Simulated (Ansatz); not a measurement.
# Ti (P6/mmm): cell relaxations under several functionals from a Python script

A script is to give cell relaxations under several functionals; the system is Ti (P6/mmm).

Computed with the Python package of Ansatz 0.2.0. The levels of theory stand in the script.

## 1. The structure

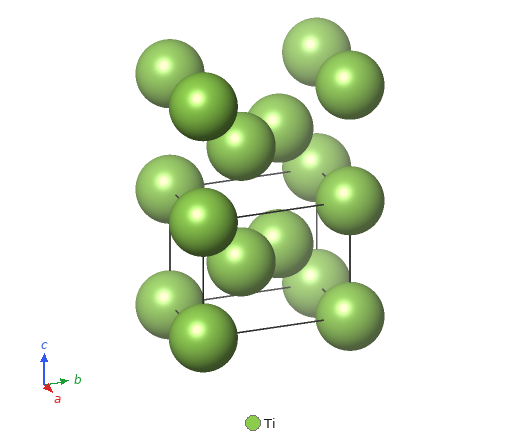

The structure that the script starts from, seen slightly off an axis (titanium green). 1×1×2 cells are drawn. Atoms on cell faces are repeated.

Input file ti.extxyz:

```xyz
3
Lattice="4.6 0.0 0.0 -2.3 3.98371686 0.0 0.0 0.0 2.82" Properties=species:S:1:pos:R:3 pbc="T T T"
Ti    0.00000000    0.00000000    0.00000000
Ti   -0.00000000    2.65581124    1.41000000
Ti    2.30000000    1.32790562    1.41000000
```

## 2. The script

Input file ti.py:

```python
"""Relaxed cell of Ti under several functionals."""

import ansatz
import numpy as np

def edges_and_angles(cell):
    cell = np.asarray(cell)
    a, b, c = np.linalg.norm(cell, axis=1)
    cosines = cell[1] @ cell[2] / (b * c), cell[0] @ cell[2] / (a * c), cell[0] @ cell[1] / (a * b)
    return (a, b, c, *np.degrees(np.arccos(cosines)))

ti = ansatz.Crystal.from_extxyz("ti.extxyz")

setup = (
    ti.calculation()
    .occupations("fermi_dirac")
    .kpoints(9, 9, 12)
    .relax(cell=True, force_tolerance=0.05, max_steps=100)
)

levels = [("pbesol", "none"), ("pbesol", "d3bj"), ("lda", "none")]
print("level            a       b       c    alpha   beta  gamma  V/atom  steps")
for name, dispersion in levels:
    seen = []
    run = setup.functional(name, dispersion=dispersion).session().plan()
    out = run.execute(on_event=lambda e: seen.append(e) if e["event"] == "relax_step" else None)
    cell = out.lattice.cell_ang
    label = name if dispersion == "none" else f"{name}+{dispersion}"
    print("{:13s} {:7.4f} {:7.4f} {:7.4f} {:6.2f} {:6.2f} {:6.2f}".format(label, *edges_and_angles(cell)), f"{abs(np.linalg.det(cell)) / len(out.lattice.sites):7.3f} {len(seen):5d}")
```

## 3. The input behind the calls

The package turns the script's settings into the engine's input (first run):

```yaml
crystal:
  lattice:
    - [4.6, 0.0, 0.0]
    - [-2.3, 3.98371686, 0.0]
    - [0.0, 0.0, 2.82]
  atoms:
    - { symbol: Ti, position: [0.0, 0.0, 0.0] }
    - { symbol: Ti, position: [0.3333333333333333, 0.6666666666666666, 0.5] }
    - { symbol: Ti, position: [0.6666666666666666, 0.3333333333333333, 0.5] }
kpoints:
  mp_grid:
    grid: [9, 9, 12]
hamiltonian:
  xc: pbesol
  dispersion: none
scf:
  occupations:
    method: fermi_dirac
relax:
  f_tol: 0.05
  max_steps: 100
  cell: {}
```

## 4. The run

Run with:

```sh
> python ti.py
```

The log of the run:

```text
level            a       b       c    alpha   beta  gamma  V/atom  steps
DeckWarning: basis.ecutwfc = 420 eV, auto-derived from the records' recommended cutoffs: set by Ti (normal level)
pbesol         4.5164  4.5164  2.7991  90.00  90.00 120.00  16.482     5
pbesol+d3bj    4.4345  4.4345  2.7541  90.00  90.00 120.00  15.634     6
lda            4.4533  4.4533  2.7700  90.00  90.00 120.00  15.858     6
```

(Warnings from the package without file and line.)

It took 90 s on 1 thread of Arm Neoverse V1, shared host; peak memory 0.4 GiB.

## 5. What changed from run to run

The engine's inputs for the other runs:

Run 2, against run 1:

```diff
@@ -15 +15 @@
-  dispersion: none
+  dispersion: d3bj
```

Run 3, against run 1:

```diff
@@ -14 +14 @@
-  xc: pbesol
+  xc: lda
```

## 6. Run by run

From the records of these 3 runs:

| run | functional | dispersion | energy (eV/atom) | final volume (Å³/atom) | pressure (GPa) | SCF cycles in all | CPU time (s) |
| --- | --- | --- | --- | --- | --- | --- | --- |
| 1 | pbesol | none | -2473.9266 | 16.48 | 0.00 | 31 | 27 |
| 2 | pbesol | d3bj | -2474.5765 | 15.63 | 0.02 | 37 | 31 |
| 3 | lda | none | -2450.3414 | 15.86 | -0.01 | 37 | 31 |

Energies are free energies F = E - TS of the smeared occupations. Totals hang on method, basis and potentials, so only like runs compare.

## 7. How the relaxation of run 1 went

Step by step:

| step | E - E(step 1) (eV/cell) | largest force component (eV/Å) | pressure (GPa) | volume (Å³) |
| --- | --- | --- | --- | --- |
| 1 | 0.0000 | 0.0000 | -4.82 | 51.68 |
| 2 | -0.0107 | 0.0000 | 4.74 | 47.65 |
| 3 | -0.0368 | 0.0000 | -0.23 | 49.54 |
| 4 | -0.0369 | 0.0000 | 0.00 | 49.45 |
| 5 | -0.0367 | 0.0000 | 0.00 | 49.45 |

Step 1 is the start. Step 5 repeats the geometry before it on a plane-wave basis chosen anew for that cell, so its energy need not be comparable with the rows above.

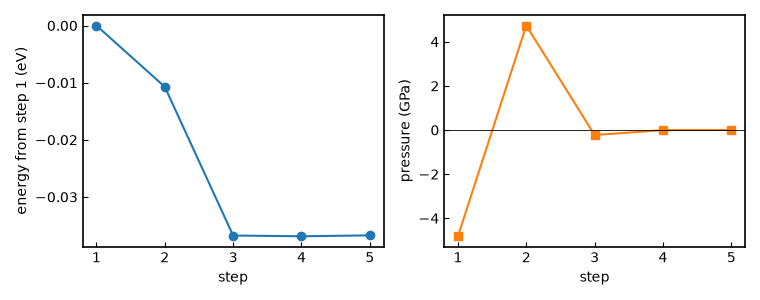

Energy and pressure along the relaxation.

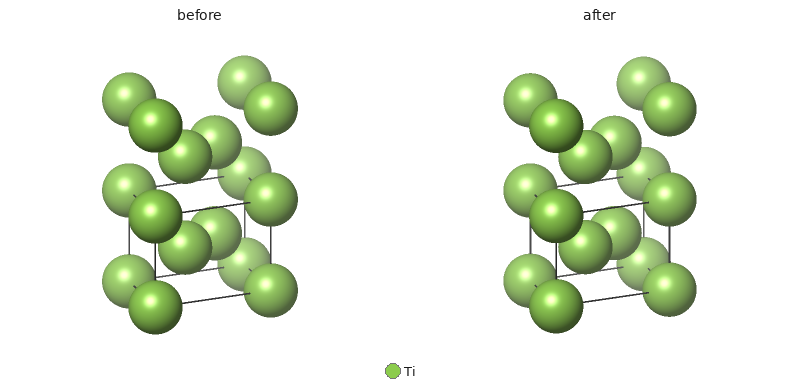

The structure before (left) and after (right) the relaxation, drawn at the same scale.

|  | before | after | change |
| --- | --- | --- | --- |
| a (Å) | 4.600 | 4.516 | -1.8 % |
| b (Å) | 4.600 | 4.516 | -1.8 % |
| c (Å) | 2.820 | 2.799 | -0.7 % |
| volume (Å³/atom) | 17.23 | 16.48 | -4.3 % |
| shortest distance (Å) | 2.656 | 2.608 | -1.8 % |
| space group (0.01 Å) | P6/mmm | P6/mmm | same |

Forces and stress were held to the start's 24 operations: a distortion of lower symmetry was not tested.

## 8. How the relaxation of run 3 went

Relaxation path:

```csv
step,E - E(step 1) (eV/cell),largest force component (eV/Å),pressure (GPa),volume (Å³)
1,0.0000,0.0000,-9.03,51.68
2,-0.0454,0.0000,9.12,44.65
3,-0.1258,0.0000,-0.82,47.90
4,-0.1269,0.0000,-0.07,47.61
5,-0.1269,0.0000,0.01,47.58
6,-0.1264,0.0000,-0.01,47.58
```

Step 1 is the start. Step 6 repeats the geometry before it on a plane-wave basis chosen anew for that cell, so its energy need not be comparable with the rows above.

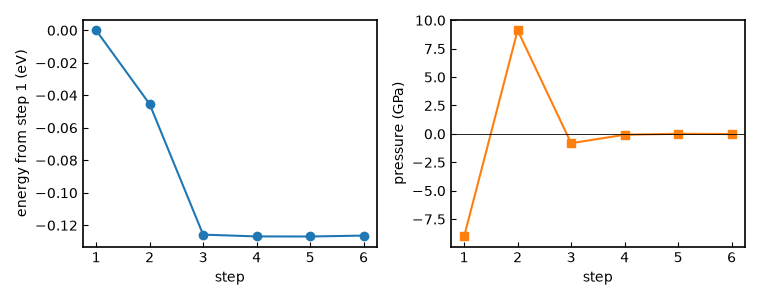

Energy and pressure along the relaxation.

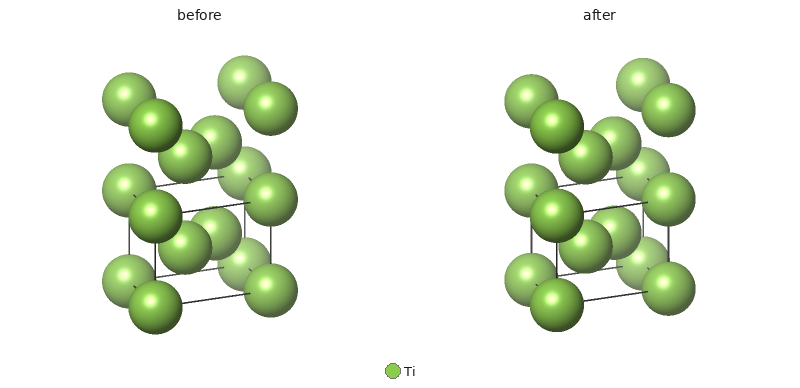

Before and after, at one scale.

|  | before | after | change |
| --- | --- | --- | --- |
| a (Å) | 4.600 | 4.453 | -3.2 % |
| b (Å) | 4.600 | 4.453 | -3.2 % |
| c (Å) | 2.820 | 2.770 | -1.8 % |
| volume (Å³/atom) | 17.23 | 15.86 | -7.9 % |
| shortest distance (Å) | 2.656 | 2.571 | -3.2 % |
| space group (0.01 Å) | P6/mmm | P6/mmm | same |

The run keeps the 24 symmetry operations of the start, so it could not have lowered the symmetry.

## 9. Results

```
      quantity                                          value
 runs compared                                              3
relaxed volume  15.63 (pbesol d3bj) to 16.48 Å³/atom (pbesol)
```

In words: From smallest to largest: PBEsol+D3BJ (15.63 Å³ an atom, -9.2 % against the start), LDA (15.86 Å³ an atom, -7.9 % against the start) and PBEsol (16.48 Å³ an atom, -4.3 % against the start). The spread is 5.4 % in volume. In run 1, the volume shrank by 4.3 % over 3 moves, and the space group stayed P6/mmm. In run 3, the volume shrank by 7.9 % over 4 moves, and the space group stayed P6/mmm. Forces vanish by symmetry, so the ions can't move, and the end may be a saddle. This isn't the structure that Ti takes at ambient conditions.
